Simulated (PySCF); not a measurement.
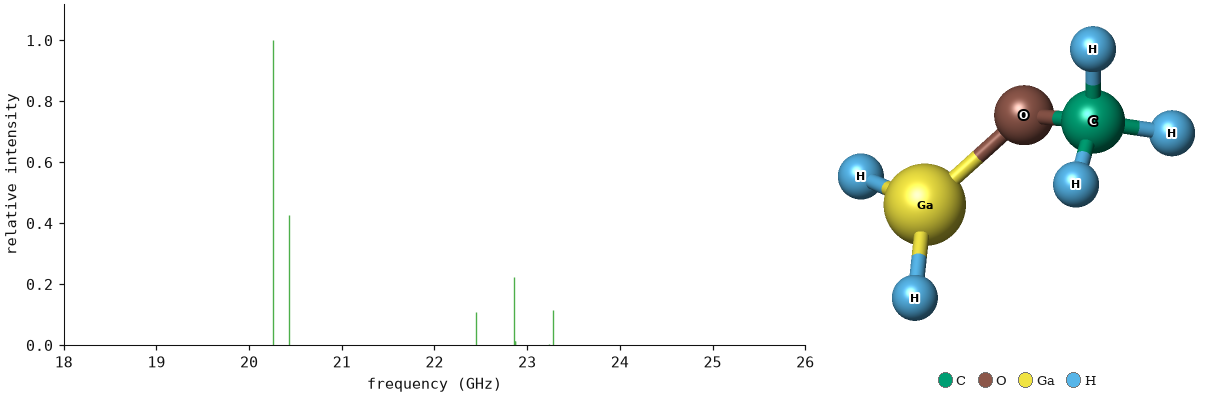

CH₅GaO, SMILES C[O][GaH2], singlet. Simulated rotational absorption lines between 18 and 26 GHz at 3 K: rigid rotor with the equilibrium constants and dipole of one optimised conformer (PBE0-D3(BJ)/def2-SVP, PySCF), commonest isotopes; no centrifugal distortion, hyperfine structure, internal rotation or nuclear-spin weights; lines within 1 MHz of each other are summed.

What are the rotational constants, and what kind of rotor is it?

Rotational constants A, B, C = 39.46, 3.949, 3.673 GHz; Ray's κ = −0.98, a near-prolate asymmetric top.

Assign the strongest lines, as J(Ka,Kc).

| GHz | upper | lower | type | relative intensity |
| --- | --- | --- | --- | --- |
| 20.26 | 1(1,1) | 2(0,2) | b | 1.00 |
| 20.43 | 7(0,7) | 6(1,6) | b | 0.43 |
| 22.86 | 3(0,3) | 2(0,2) | a | 0.22 |
| 23.28 | 3(1,2) | 2(1,1) | a | 0.11 |
| 22.45 | 3(1,3) | 2(1,2) | a | 0.11 |
| 22.87 | 3(2,1) | 2(2,0) | a | 0.01 |

Known limits of this run: coarse grid, loose stop and no frequency check, small forces are noise and the end may be a saddle.
